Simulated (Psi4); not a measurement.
**doublet [CH5BO2]+: levels of theory compared**

Wanted: a comparison of 4 runs (U-wB97X/cc-pVDZ, UB3LYP/cc-pVDZ, UCAM-B3LYP/cc-pVDZ, UM06-L/cc-pVDZ) of doublet [CH5BO2]+. 

Program for the calculation: Psi4 1.11.

## Step 1: Starting point

[CH5BO2]+ has 9 atoms, charge +1, and is taken as a doublet. As SMILES of the parent species, `COBO`. The coordinates come from a PBE0-D4/def2-TZVP relaxation. This is one conformer, not always the lowest. That shape belongs to the parent species and isn't relaxed for this state.

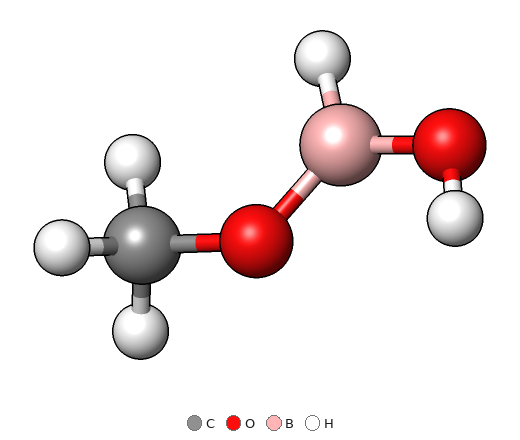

Viewed from a chosen angle; carbon grey, oxygen red, boron pink, hydrogen white.

## Step 2: Energy and gradient at U-wB97X/cc-pVDZ (run 1)

ch5bo2.json

```json
{
  "schema_name": "qcschema_input",
  "schema_version": 1,
  "molecule": {
    "schema_name": "qcschema_molecule",
    "schema_version": 2,
    "symbols": ["C", "O", "B", "O", "H", "H", "H", "H", "H"],
    "geometry": [0.53252482, 1.51537138, -1.9981964, -0.21448392, 0.85944744, 0.47432126, -0.25492405, -1.57622056, 1.26914007, -0.99135032, -2.11365867, 3.66323409, 1.07355341, -0.15080014, -3.0946155, 2.13803614, 2.80888891, -1.90144243, -1.02952279, 2.47081691, -2.95118529, 0.34752063, -3.2850999, -0.08995096, -1.43411316, -0.61661763, 4.59619188],
    "molecular_charge": 1,
    "molecular_multiplicity": 2,
    "fix_symmetry": "c1",
    "fix_com": true,
    "fix_orientation": true
  },
  "driver": "gradient",
  "model": {
    "method": "wb97x",
    "basis": "cc-pVDZ"
  },
  "keywords": {
    "reference": "uks",
    "puream": true,
    "e_convergence": 1e-09,
    "d_convergence": 1e-08,
    "scf_type": "pk",
    "dft_radial_points": 99,
    "dft_spherical_points": 590,
    "maxiter": 100,
    "scf_properties": ["LOWDIN_CHARGES", "MULLIKEN_CHARGES", "QUADRUPOLE"]
  }
}
```

Started as:

```console
psi4 --qcschema ch5bo2.json -n 1 --memory 2200MB
```

stdout:

```text
[...]
  Running in c1 symmetry.
[...]
  Nuclear repulsion =  115.438950572107530
[...]
  Multiplicity = 2
[...]
  Nalpha       = 16
  Nbeta        = 15
[...]
    Number of basis functions: 81
[...]
   @UKS iter   1:  -215.92599561919127   -3.87610e-01   6.23690e-03 DIIS/ADIIS
[...]
   @UKS iter  19:  -216.04599784729606   -2.71427e-11   9.77172e-09 DIIS
[...]
   @S^2 Observed:                7.667348146E-01
[...]
  @UKS Final Energy:  -216.04599784729606
   => Energetics <=
    Nuclear Repulsion Energy =            115.4389505721075295
    One-Electron Energy =                -514.5343408462156276
    Two-Electron Energy =                 202.8407751448226009
    DFT Exchange-Correlation Energy =     -19.7913827180105315
    Empirical Dispersion Energy =           0.0000000000000000
    VV10 Nonlocal Energy =                  0.0000000000000000
    Total Energy =                       -216.0459978472960643
  UHF NO Occupations:
  HONO-2 :   14  A 1.9994446
  HONO-1 :   15  A 1.9929421
[...]
  Mulliken Charges: (a.u.)
   Center  Symbol    Alpha    Beta     Spin     Total
       1     C     2.97888  2.96026  0.01862  0.06086
       2     O     4.28114  3.65007  0.63108  0.06879
       3     B     2.41766  2.52909 -0.11142  0.05325
       4     O     4.10999  3.80094  0.30904  0.08907
       5     H     0.43490  0.43751 -0.00261  0.12759
       6     H     0.44956  0.36986  0.07970  0.18057
       7     H     0.45039  0.36768  0.08271  0.18193
       8     H     0.48423  0.48419  0.00004  0.03158
       9     H     0.39324  0.40039 -0.00715  0.20636
   Total alpha = 16.00000, Total beta = 15.00000, Total charge =  1.00000
[...]
  -Total Gradient:
     Atom            X                  Y                   Z
    ------   -----------------  -----------------  -----------------
       1       -0.003032083216     0.032858136516    -0.004726743824
       2       -0.001699204410    -0.065241142791     0.024421566075
       3       -0.001581668732     0.080398660227    -0.017827741173
       4       -0.005835192231    -0.010301998681     0.020863632883
       5        0.000149856691     0.004908226061    -0.000944620765
       6       -0.004568056533    -0.015851716127    -0.006571638957
       7        0.010875461335    -0.014109187729    -0.001384804706
       8        0.000328224772    -0.003832379714     0.000166363671
       9        0.005361661624    -0.008783787428    -0.014005147867
[...]
```

It took 74 s on 1 thread of Intel Xeon Platinum 8259CL at 2.50GHz (Skylake/Cascade Lake), shared host; peak memory 1.4 GiB.

## Step 3: A single-point energy at UB3LYP/cc-pVDZ (run 2)

ch5bo2.xyz

```xyz
9
CH5BO2
C      0.281800     0.801900    -1.057400
O     -0.113500     0.454800     0.251000
B     -0.134900    -0.834100     0.671600
O     -0.524600    -1.118500     1.938500
H      0.568100    -0.079800    -1.637600
H      1.131400     1.486400    -1.006200
H     -0.544800     1.307500    -1.561700
H      0.183900    -1.738400    -0.047600
H     -0.758900    -0.326300     2.432200
```

run.py

```python
import psi4

psi4.set_memory('2200 MB')
psi4.set_num_threads(1)
psi4.core.set_output_file('ch5bo2.out', False)

with open('ch5bo2.xyz') as f:
    atoms = ''.join(f.readlines()[2:])
molecule = psi4.geometry('1 2\n' + atoms + 'symmetry c1\nno_reorient\nno_com')

psi4.set_options({
    'basis': 'cc-pVDZ',
    'reference': 'uks',
    'puream': True,
    'e_convergence': 1e-09,
    'd_convergence': 1e-08,
    'scf_type': 'pk',
    'dft_radial_points': 99,
    'dft_spherical_points': 590,
    'maxiter': 100,
})

e_tot, wfn = psi4.energy("b3lyp", return_wfn=True)
print(f'total energy {e_tot:.8f} hartree = {e_tot * 27.211386:.5f} eV')
for k, v in sorted(psi4.core.scalar_variables().items()):
    print(f'{k:45s} {v:18.10f}')
```

Started as:

```console
python run.py
```

ch5bo2.out:

```text
[...]
  Running in c1 symmetry.
[...]
  Nuclear repulsion =  115.438950461155656
[...]
  Multiplicity = 2
[...]
  Nalpha       = 16
  Nbeta        = 15
[...]
    Number of basis functions: 81
[...]
   @UKS iter   1:  -215.96751172358594   -1.50016e-01   7.32668e-03 DIIS/ADIIS
[...]
   @UKS iter  17:  -216.11859485861612   -9.06653e-12   4.96106e-09 DIIS
[...]
   @S^2 Observed:                7.632712324E-01
[...]
    Orbital Energies [Eh]
    ---------------------
    Alpha Occupied:
       1A    -19.507537     2A    -19.451621     3A    -10.496755
       4A     -7.053055     5A     -1.373772     6A     -1.309011
       7A     -0.979808     8A     -0.829734     9A     -0.802776
      10A     -0.765629    11A     -0.752739    12A     -0.657385
      13A     -0.648934    14A     -0.622867    15A     -0.616808
      16A     -0.584000
    Alpha Virtual:
      17A     -0.211939    18A     -0.149936    19A     -0.128644
      20A     -0.110656    21A     -0.073617    22A     -0.073113
      23A     -0.037481    24A      0.008988    25A      0.051559
[...]
  @UKS Final Energy:  -216.11859485861612
   => Energetics <=
    Nuclear Repulsion Energy =            115.4389504611556561
    One-Electron Energy =                -514.6619924963413268
    Two-Electron Energy =                 205.9527165309855832
    DFT Exchange-Correlation Energy =     -22.8482693544159901
    Empirical Dispersion Energy =           0.0000000000000000
    VV10 Nonlocal Energy =                  0.0000000000000000
    Total Energy =                       -216.1185948586161203
  UHF NO Occupations:
  HONO-2 :   14  A 1.9996397
  HONO-1 :   15  A 1.9943385
[...]
 Multipole Moments:
 ------------------------------------------------------------------------------------
     Multipole            Electronic (a.u.)      Nuclear  (a.u.)        Total (a.u.)
 ------------------------------------------------------------------------------------
 L = 1.  Multiply by 2.5417464519 to convert [e a0] to [Debye]
 Dipole X            :          6.5312466           -6.6306710           -0.0994244
 Dipole Y            :          8.2265220           -7.5953762            0.6311457
 Dipole Z            :        -23.8510750           24.0159624            0.1648874
 Magnitude           :                                                    0.6598621
[...]
```

Standard output:

```text
total energy -216.11859486 hartree = -5880.88651 eV
CURRENT ENERGY                                   -216.1185948586
CURRENT REFERENCE ENERGY                         -216.1185948586
DD SOLVATION ENERGY                                 0.0000000000
DFT FUNCTIONAL TOTAL ENERGY                      -216.1185948586
DFT TOTAL ENERGY                                 -216.1185948586
DFT VV10 ENERGY                                     0.0000000000
DFT XC ENERGY                                     -22.8482693544
GRID ELECTRONS ALPHA                               16.0000000465
GRID ELECTRONS BETA                                15.0000000383
GRID ELECTRONS TOTAL                               31.0000000848
NUCLEAR REPULSION ENERGY                          115.4389504612
ONE-ELECTRON ENERGY                              -514.6619924963
PCM POLARIZATION ENERGY                             0.0000000000
PE ENERGY                                           0.0000000000
SCF ITERATION ENERGY                             -216.1185948586
SCF ITERATIONS                                     17.0000000000
SCF TOTAL ENERGY                                 -216.1185948586
TWO-ELECTRON ENERGY                               205.9527165310
XC GRID RADIAL POINTS                              99.0000000000
XC GRID SPHERICAL POINTS                          590.0000000000
XC GRID TOTAL POINTS                           498401.0000000000
```

Run time: 47 s. Hardware: 1 thread of Intel Xeon Platinum 8259CL at 2.50GHz (Skylake/Cascade Lake), shared host; peak memory 1.4 GiB.

Run 3 isn't shown in full; the table further down has it.

## Step 4: Energy and forces at UM06-L/cc-pVDZ (run 4)

calc.dat

```
memory 2200 MB

molecule {
  1 2
  C      0.281800     0.801900    -1.057400
  O     -0.113500     0.454800     0.251000
  B     -0.134900    -0.834100     0.671600
  O     -0.524600    -1.118500     1.938500
  H      0.568100    -0.079800    -1.637600
  H      1.131400     1.486400    -1.006200
  H     -0.544800     1.307500    -1.561700
  H      0.183900    -1.738400    -0.047600
  H     -0.758900    -0.326300     2.432200
  symmetry c1
}

set {
  reference uks
  puream true
  e_convergence 1e-09
  d_convergence 1e-08
  scf_type pk
  dft_radial_points 99
  dft_spherical_points 590
  maxiter 100
}

e, wfn = gradient("m06-l/cc-pVDZ", return_wfn=True)
oeprop(wfn, "LOWDIN_CHARGES", "WIBERG_LOWDIN_INDICES", "QUADRUPOLE", title="M06-L")
```

Started as:

```console
psi4 -n 1 calc.dat calc.out
```

calc.out:

```text
[...]
  Running in c1 symmetry.
[...]
  Nuclear repulsion =  115.438950461155656
[...]
  Multiplicity = 2
[...]
  Nalpha       = 16
  Nbeta        = 15
[...]
    Number of basis functions: 81
[...]
   @UKS iter   1:  -215.93968129878132   -1.69425e-01   7.37212e-03 DIIS/ADIIS
[...]
   @UKS iter  16:  -216.09256333335696   -1.64846e-12   3.44405e-09 DIIS
[...]
   @S^2 Observed:                7.607223166E-01
[...]
    Orbital Energies [Eh]
    ---------------------
    Alpha Occupied:
       1A    -19.332557     2A    -19.286962     3A    -10.366515
       4A     -6.945092     5A     -1.345391     6A     -1.289506
       7A     -0.938315     8A     -0.791000     9A     -0.763686
      10A     -0.718618    11A     -0.707865    12A     -0.619563
      13A     -0.611920    14A     -0.583298    15A     -0.576323
      16A     -0.541956
    Alpha Virtual:
      17A     -0.225008    18A     -0.154798    19A     -0.134865
      20A     -0.113411    21A     -0.087652    22A     -0.080228
      23A     -0.049197    24A      0.014929    25A      0.047044
[...]
  @UKS Final Energy:  -216.09256333335696
   => Energetics <=
    Nuclear Repulsion Energy =            115.4389504611556561
    One-Electron Energy =                -514.6618114474214281
    Two-Electron Energy =                 211.3741251954182587
    DFT Exchange-Correlation Energy =     -28.2438275425094076
    Empirical Dispersion Energy =           0.0000000000000000
    VV10 Nonlocal Energy =                  0.0000000000000000
    Total Energy =                       -216.0925633333569635
  UHF NO Occupations:
  HONO-2 :   14  A 1.9996966
  HONO-1 :   15  A 1.9957177
[...]
  -Total Gradient:
     Atom            X                  Y                   Z
    ------   -----------------  -----------------  -----------------
       1       -0.002177484700     0.034403939295    -0.007650114350
       2       -0.001215715696    -0.048941727709     0.018404519278
       3       -0.007653833892     0.061730728470     0.005775556426
       4       -0.002200389155    -0.001965591833     0.007509533643
       5        0.000186433671     0.003325960139    -0.000463818855
       6       -0.003394745503    -0.015729477412    -0.004268717402
       7        0.008514818712    -0.014345831270    -0.000183697899
       8        0.002020644659    -0.007057838876    -0.004097687335
       9        0.005885478993    -0.011321338009    -0.014949070978
[...]
```

Run time: 1.8 min. Hardware: 1 thread of Intel Xeon Platinum 8259CL at 2.50GHz (Skylake/Cascade Lake), shared host; peak memory 1.2 GiB.

## Step 5: All runs side by side

```tsv
run	level	task	energy (Eh)	HOMO energy (eV)	LUMO energy (eV)	⟨S²⟩	wall time
1	U-wB97X/cc-pVDZ	gradient	-216.045998	-18.64	-11.26	0.767	74 s
2	UB3LYP/cc-pVDZ	energy	-216.118595	-15.76	-13.46	0.763	47 s
3	UCAM-B3LYP/cc-pVDZ	energy	-216.014578	-17.55	-12.18	0.767	58 s
4	UM06-L/cc-pVDZ	gradient	-216.092563	-14.58	-14.03	0.761	1.8 min
```

## Step 6: Outcome

```
                                 quantity          value
                      run 4: total energy  -216.09256 Eh
run 4: HOMO energy (highest over α and β)      -14.58 eV
 run 4: LUMO energy (lowest over α and β)      -14.03 eV
                              run 4: ⟨S²⟩          0.761
          run 4: largest force on an atom     3.212 eV/Å
```

What this shows: Totals of different functionals can't be ranked against each other. All runs together took 4.8 min, the longest 1.8 min.
